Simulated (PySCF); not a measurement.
C$_{4}$H$_{12}$AlBO (SMILES B[C@H]1CC[O+]([AlH3-])C1)

```xyz
19

B    -2.3411    0.7147    1.0901
C    -1.0505    0.0767    0.4732
C    -1.1170   -0.5503   -0.9371
C     0.3095   -0.3777   -1.4876
O     1.0857    0.1288   -0.4138
Al    2.5510   -0.5488    0.5148
C     0.2198    0.9214    0.3783
H    -3.3894    0.2971    0.7936
H    -2.2425    1.5760    1.8709
H    -0.8070   -0.7370    1.1770
H    -1.4086   -1.5972   -0.8928
H    -1.8337   -0.0243   -1.5664
H     0.3307    0.3434   -2.3137
H     0.7745   -1.3088   -1.8123
H     3.0705   -1.4722   -0.6510
H     3.2626    0.8275    0.8024
H     1.8251   -1.2297    1.7510
H     0.7137    1.0894    1.3368
H     0.0370    1.8805   -0.1207
```

Geometry: GFN2-xTB.

These are results of PBE0/pcSseg-1, SCF density, gas phase, non-relativistic in PySCF, not measurements.

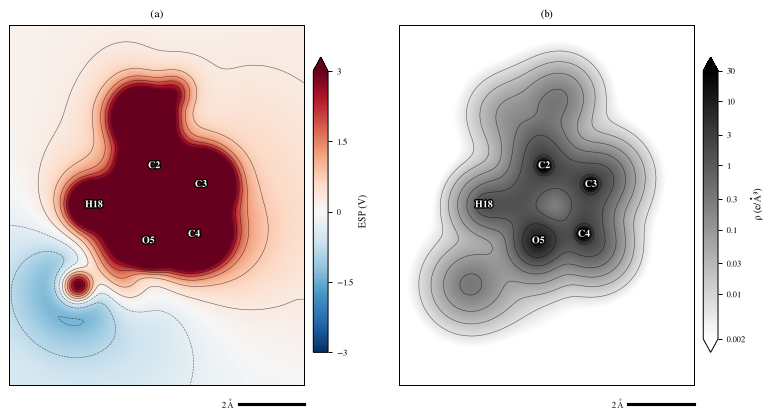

Figure 1. (a) molecular electrostatic potential; (b) total electron density on the plane of atoms C2, C3 and C4.

Read the bonding off the picture.

- The plane passes through C, O and H nuclei.
- C–O (1.42 Å): ρ at the midpoint is about 2 e/Å³, with its minimum of 1.7 e/Å³ about 0.5 Å from C.
- C–C (1.54 Å): ρ is about 1.6 e/Å³ halfway.
- Outside the dense part of the molecule the potential is most negative (−1.4 V) near H16, which lies off the plane.

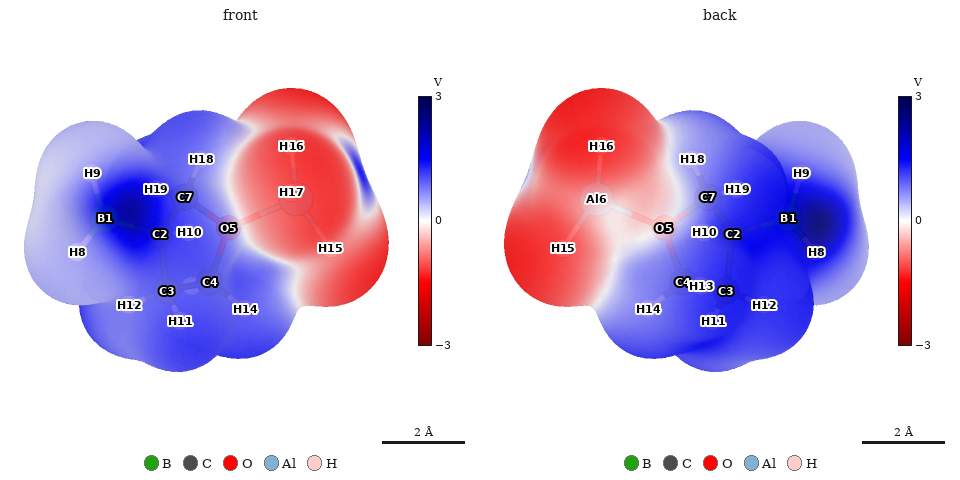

Figure 2. The electrostatic potential painted on the density surface at 0.002 e/bohr³, seen from the front and from behind; red is negative and blue positive.

Where is the surface potential most negative and most positive?

The most negative region (about −1.3 V) lies over H15 and H16, the most positive (about +2.3 V) over B1.

What dipole moment does the calculation give?

Its dipole moment is 5.43 D.
